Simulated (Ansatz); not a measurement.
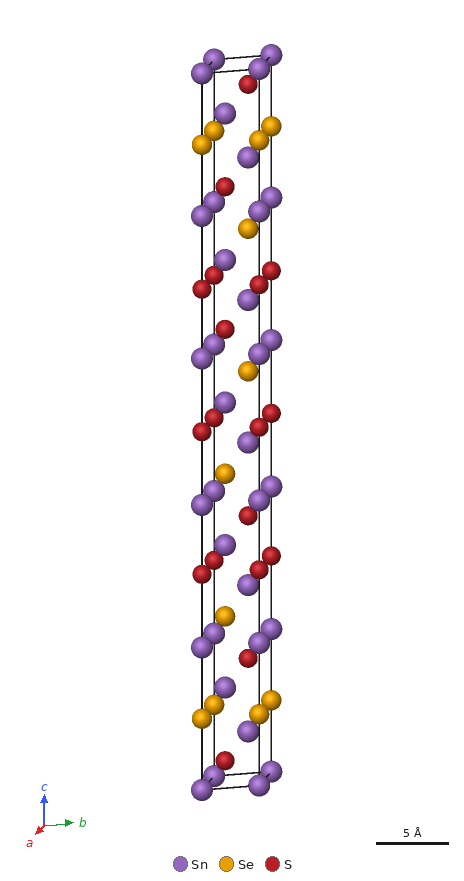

An orthographic spheres-only view of the structure, slightly off an axis. The frame is the conventional unit cell; atoms at its boundary are shown with their periodic copies.

Sn$_{5}$Se$_{2}$S$_{3}$, space group R-3m (No. 166), a = 4.197 Å, b = 4.197 Å, c = 51.364 Å, α = 90.00°, β = 90.00°, γ = 120.00°. Origin of the cell: a structure type filled with these elements by a generator (whether the compound takes this form wasn't checked). Earlier steps of the study may have refined or changed the cell and positions. It went into a calculation with Ansatz.

This one geometry was computed with Ansatz (DFT, plane waves, PAW) at three levels of theory: PBE, LDA and r2SCAN.

Which level gives the highest pressure at this volume, and what does that say about its equilibrium volume?

Answer. Highest: PBE (0.0 GPa), which points to the largest equilibrium volume. Lowest, with the smallest volume: LDA (-4.3 GPa). Levels within 0.5 GPa of each other can't be told apart.

How does the band gap change with the level of theory?

Answer. r2SCAN: a gap of 0.01 eV, direct; PBE: a gap of 0.10 eV, direct; LDA: a gap of 0.14 eV, direct.

Collect the results in a table.

Answer.
| level | cutoff (eV) | k-mesh of the run's cell | gap (eV) | pressure (GPa) |
| --- | --- | --- | --- | --- |
| PBE | 420 | 12×12×12 | 0.10 | 0.0 |
| LDA | 420 | 12×12×12 | 0.14 | -4.3 |
| r2SCAN | 500 | 12×12×12 | 0.01 | -1.1 |

Gaps are taken on the k-mesh or band path of each run.
